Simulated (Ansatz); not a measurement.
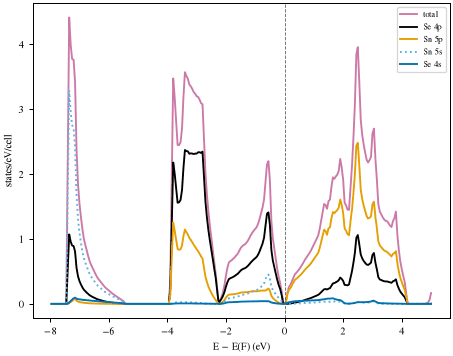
Total and projected density of states of SnSe (zinc blende, F-43m), plane-wave PAW PBE (Ansatz code)

Problem. Which orbitals carry the states next to the Fermi level?

Solution. Within 0.5 eV of the Fermi level: Se 4p 46 %, Sn 5p 32 %, Sn 5s 15 %. Projections are on Löwdin-orthogonalised atomic valence shells; empty p or d shells of many metals are not among them.

Problem. Where is the tallest occupied peak in this window, and what makes it?

Solution. Near -7.3 eV, about 4.4 states/eV per cell; the largest projected share is Sn 5s.

The start of the workflow was typed in or built on a structure type; neither database checked (COD, Materials Project) lists it. It is not the phase usual at ambient conditions (space group No. 62). The PBE relaxation kept the symmetry of its start; its stability against distortions is not shown here. The volume moved by 17 % from the start of the relaxation. A small band overlap can be real or an error of a semilocal functional. Scalar-relativistic: spin–orbit coupling is off unless named, which matters more the heavier the elements.

Potentials: the later of the program's two PAW sets.
